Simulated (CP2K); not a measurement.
Consider cyclopropenylium at its PBE geometry (Å).

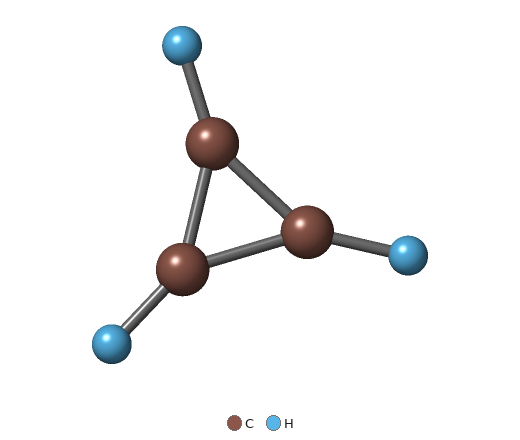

The molecule (carbon brown, hydrogen blue).

```xyz
6

C    -0.5779   -0.5402    0.0231
C    -0.1785    0.7719    0.0162
C     0.7558   -0.2300   -0.0392
H    -1.3727   -1.2843    0.0564
H    -0.4212    1.8333    0.0395
H     1.7945   -0.5507   -0.0960
```

Method: CP2K XAS_TDP, all-electron GAPW, PBEh(45%), aug-cc-pVTZ, TDA, GW2X-corrected core level, no relativity.

Q: Where do the C K-edge lines lie, and how strong are they?

Leading lines: C1 286.28 eV and C3 286.28 eV. The leading line of an atom is its first one with 35 % of the strongest within 2.5 eV of its lowest line over the strength cut. Core ionisation energies at this level: C1 300.36 and C3 300.35 eV.

The first six lines of each atom with a strength over 0.0015:

| atom | energy (eV) | states | strength, one atom | above the computed threshold |
| --- | --- | --- | --- | --- |
| C1 (bonded to 2 C and H), 2 alike | 286.28 | 1 | 0.0751 |  |
|  | 293.19 | 1 | 0.0411 |  |
|  | 293.22 | 1 | 0.0114 |  |
|  | 294.64 | 1 | 0.0075 |  |
|  | 294.71 | 1 | 0.0071 |  |
|  | 295.23 | 1 | 0.0050 |  |
| C3 (bonded to 2 C and H) | 286.28 | 1 | 0.0751 |  |
|  | 293.19 | 1 | 0.0389 |  |
|  | 293.23 | 1 | 0.0135 |  |
|  | 294.63 | 1 | 0.0075 |  |
|  | 294.71 | 1 | 0.0070 |  |
|  | 295.22 | 1 | 0.0050 |  |

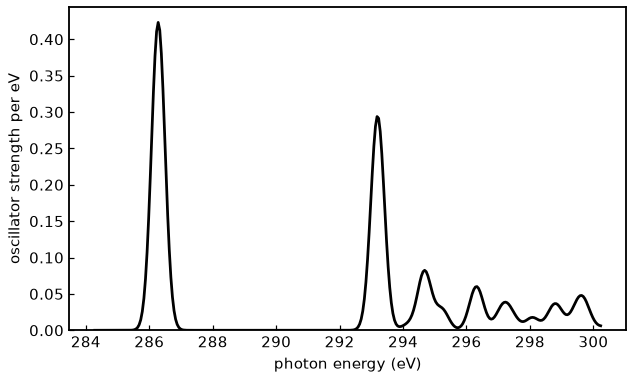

All atoms added, broadened by 0.5 eV.

Lines are vertical, at one geometry, with no vibrational structure. GW2X ionisation energies and lines can be off by 1 to 2 eV either way, and a good line position may hide errors that cancel. These values hold no scalar relativity, about 0.1 eV for C 1s. Rydberg lines, and the discretised continuum above threshold, depend on the basis and the box. The ion (charge +1) is isolated, with no counter-ion or solvent.

[Banner, clock and machine lines of the logs are left out without a mark of their own.]

[Logs are printed without paths, hosts, clocks, repeated set-up lines and the standing remarks that a program may print on its own settings, such as how far it seeks lower states.]

[Hosts, paths, dates, database ids (printed as entryN), source tags and the programs' standing remarks are cut or masked in the printed files.]
